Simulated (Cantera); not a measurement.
Feed: 1 mol MgO, 0.073 mol SO2, 0.15 mol O2, held at 340000 Pa.

Cantera equilibrium calculation (NASA polynomials, part measured and part estimated; ideal gas, pure solids and liquids). Candidate condensed phases: Mg, MgO, MgS, MgSO4, S; 14 gas species. Mutual solubility and eutectic melting of coexisting phases are not modelled. Rates play no part.

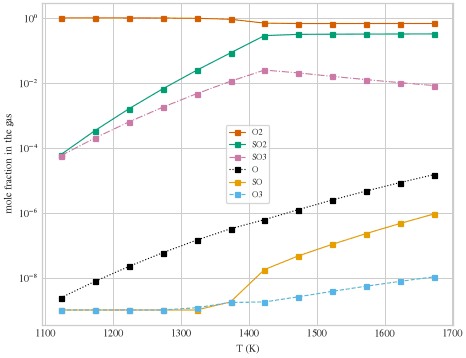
Figure: Equilibrium gas composition (values under 1e-9 drawn at 1e-9)

**Question.** Read off the mole fractions at 1373 K.

**Answer.** O2 about 0.91, SO2 about 0.083, SO3 about 0.011, O about 3.2e-7.
